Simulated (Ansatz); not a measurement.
# C6H7N (SMILES Cc1ccccn1): wB97X/6-31G(d) (spherical functions)

Aim: the electronic atomisation energy of C6H7N at wB97X/6-31G* (spherical functions), from 4 runs. 

The calculation is run with Ansatz 0.2.0.

41 further runs of the same task are left out: 41 set aside as unsound or not needed. Runs told in other sessions of the task aren't counted.

### Step 1. Starting point

C6H7N: 14 atoms, total charge 0, spin state singlet. As SMILES, `Cc1ccccn1`. The coordinates come from a PBE0-D4/def2-TZVP relaxation.

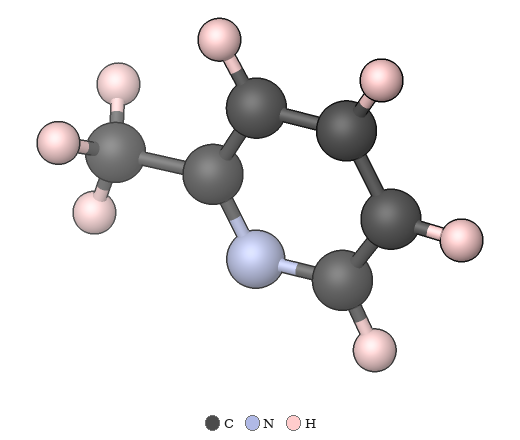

The structure, seen from a chosen angle (carbon dark grey, nitrogen light blue, hydrogen pink).

### Step 2. The energy at wB97X/6-31G(d) (spherical functions)

input.yaml

```yaml
crystal:
  periodic: [false, false, false]
  atoms:
    - {symbol: C, position_ang: [1.529800, 0.592680, 1.489460]}
    - {symbol: C, position_ang: [0.498030, 0.271780, 0.453520]}
    - {symbol: C, position_ang: [-0.041010, -1.010880, 0.352280]}
    - {symbol: C, position_ang: [-0.991540, -1.270440, -0.615810]}
    - {symbol: C, position_ang: [-1.381650, -0.242290, -1.460470]}
    - {symbol: C, position_ang: [-0.792430, 0.997860, -1.286300]}
    - {symbol: N, position_ang: [0.122980, 1.258300, -0.358040]}
    - {symbol: H, position_ang: [1.142630, 0.416360, 2.496660]}
    - {symbol: H, position_ang: [2.416390, -0.035590, 1.368570]}
    - {symbol: H, position_ang: [1.824010, 1.637250, 1.403360]}
    - {symbol: H, position_ang: [0.288340, -1.790270, 1.030440]}
    - {symbol: H, position_ang: [-1.423340, -2.260480, -0.711850]}
    - {symbol: H, position_ang: [-2.123160, -0.395570, -2.234860]}
    - {symbol: H, position_ang: [-1.069040, 1.831260, -1.926950]}
basis:
  gaussian:
    orbitals: 6-31G_st_-spherical.json
hamiltonian:
  xc: {name: wB97X}
accuracy: high
output: {orbitals: {seedname: orbitals}}
```

The basis set 6-31G* is read from a file made from the Basis Set Exchange's data (not shown).

On the command line:

```sh
$ ansatz run input.yaml --threads 1 --pin off --max-ram 3480MiB --events-out events.jsonl --progress --plain --runs-dir runs
```

The log of the run:

```text
Warning: RAYON_NUM_THREADS=1 ignored (pool sized by the plan → 1); use --threads N
Functional definition: wB97X
  name "wB97X"
  parameter omega = 0.3/bohr
  parameter cx = 0.157706
  parameter cx1 = 0.726479
  parameter cx2 = 1.04760
  parameter cx3 = -5.70635
  parameter cx4 = 13.2794
  parameter css1 = -4.33879
  parameter css2 = 18.2308
  parameter css3 = -31.7430
  parameter css4 = 17.2901
  parameter cos1 = 2.37031
  parameter cos2 = -11.3995
  parameter cos3 = 6.58405
  parameter cos4 = -3.78132
  exchange = spin_sum(e_x_unif_sr(omega)*poly(b97_u_x, 1 - cx, cx1, cx2, cx3, cx4)) + cx*exact_x_sr(omega)
      + exact_x_lr(omega)
  correlation = spin_sum(e_c_pw_same_spin*poly(b97_u_same, 1, css1, css2, css3, css4))
      + integral(e_c_pw_opposite_spin*poly(b97_u_opposite, 1, cos1, cos2, cos3, cos4))
2828 factors; integrals over basis functions are off by at most 3.0e-9 eV
422 factors; integrals over basis functions are off by at most 1.8e-9 eV
mean field evaluation 1: about -7820.3402 eV, gradient 3.6e1 eV
mean field evaluation 2: about -7822.1093 eV, gradient 2.7e1 eV
mean field evaluation 4: about -7823.5645 eV, gradient 2.0e0 eV
mean field evaluation 8: about -7823.8248 eV, gradient 1.3e-1 eV
mean field evaluation 16: about -7823.8249 eV, gradient 3.5e-4 eV
mean field -7823.82490077 eV, -287.5202619245 hartree, gradient 2.3e-8 eV, S^2 0.000000; 0 other end points of the search recorded, 0 dependent functions left out
reference -7823.82489830 eV, -287.5202618334 hartree; 25, 25 occupied and 87, 87 virtual orbitals, 2828 factors
Total energy: -7823.82489830 eV, -287.5202618334 hartree
```

It took 25 s on 1 thread of Intel Xeon 6975P-C (Granite Rapids), shared host; peak memory 0.78 GiB.

### Step 3. The C atom at the same level

run.yaml

```yaml
crystal:
  periodic: [false, false, false]
  atoms:
    - {symbol: C, position_ang: [0.000000, 0.000000, 0.000000]}
basis:
  gaussian:
    orbitals: 6-31G_st_-spherical.json
magnetization:
  spin_polarized: true
  initial_magnetization: 2
hamiltonian:
  xc: {name: wB97X}
accuracy: high
```

The basis set 6-31G* is read from a file made from the Basis Set Exchange's data (not shown).

Run the same way, it converges to -37.83308 Eh (log not shown).

### Step 4. The H atom at the same level

run.yaml

```yaml
crystal:
  periodic: [false, false, false]
  atoms:
    - {symbol: H, position_ang: [0.000000, 0.000000, 0.000000]}
basis:
  gaussian:
    orbitals: "6-31G*"
magnetization:
  spin_polarized: true
  initial_magnetization: 1
hamiltonian:
  xc: {name: wB97X}
accuracy: high
```

Run the same way, it converges to -0.49932 Eh (log not shown).

### Step 5. The N atom at the same level

run.yaml

```yaml
crystal:
  periodic: [false, false, false]
  atoms:
    - {symbol: N, position_ang: [0.000000, 0.000000, 0.000000]}
basis:
  gaussian:
    orbitals: 6-31G_st_-spherical.json
magnetization:
  spin_polarized: true
  initial_magnetization: 3
hamiltonian:
  xc: {name: wB97X}
accuracy: high
```

The basis set 6-31G* is read from a file made from the Basis Set Exchange's data (not shown).

Run the same way, it converges to -54.57213 Eh (log not shown).

### Step 6. Summary of results

Level: wB97X/6-31G* (spherical functions).

| quantity | value |
| --- | --- |
| molecule: total energy | -287.52026 Eh |
| molecule: HOMO energy | -9.27 eV |
| molecule: LUMO energy | 1.91 eV |
| molecule: HOMO–LUMO gap | 11.18 eV |
| C atom: total energy | -37.83308 Eh |
| C atom: ⟨S²⟩ | 2.004 |
| H atom: total energy | -0.49932 Eh |
| H atom: ⟨S²⟩ | 0.750 |
| N atom: total energy | -54.57213 Eh |
| N atom: ⟨S²⟩ | 3.755 |
| electronic atomisation energy | 66.788 eV |

Taking the molecule apart into free atoms costs 66.79 eV (6444 kJ/mol), before zero-point energy and without spin-orbit coupling.
